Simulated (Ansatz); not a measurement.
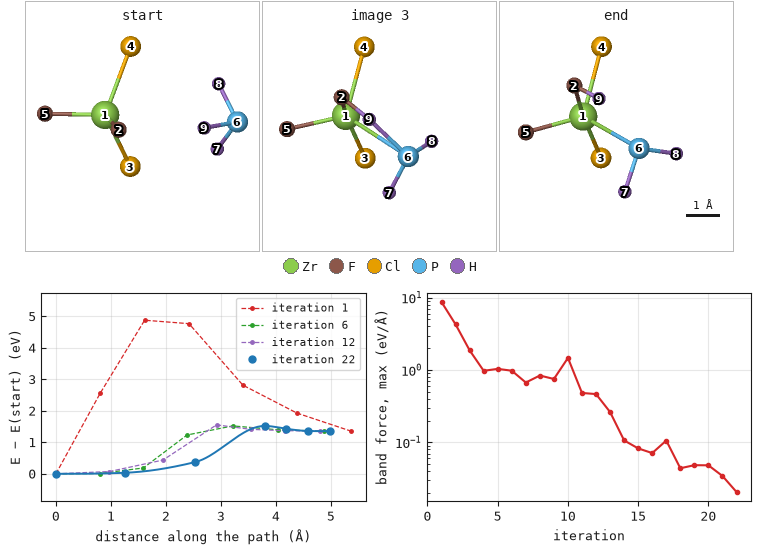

NEB run on ZrPH₃Cl₂F₂, made up at the start of ZrCl2F2 and PH₃. Images are numbered from 0 (start) to 6 (end). The plot follows the band through its iterations. Style: ball-and-stick. Shown at a tilt.

These are results of RKS PBE0-D4/def2-SVP in Ansatz 0.2.0, not measurements. Settings: 5 movable images; climbing image; force threshold 0.03 eV/Å; iteration limit 60; starting path through a guess of the saddle point.

### Judge this run.

The result is final at these settings. The band converged in 22 iterations. The largest component of the band force went from 8.7 to 0.021 eV/Å. The climbing image converged on the top of the path. Its vibrational analysis gives one imaginary mode (529i cm⁻¹), as a transition state must have. The first iteration put the highest image at 4.88 eV. The highest point, image 3, lies 1.52 eV above the start and 0.16 eV above the end; the end is at +1.36 eV relative to the start.

Limits of the set-up: the start holds two separate molecules, 2.7 Å apart at their closest, whose relative position is a soft coordinate.

The run took 5.5 min on 4 threads of Arm Neoverse V2, on a shared host, peak memory 0.38 GiB.
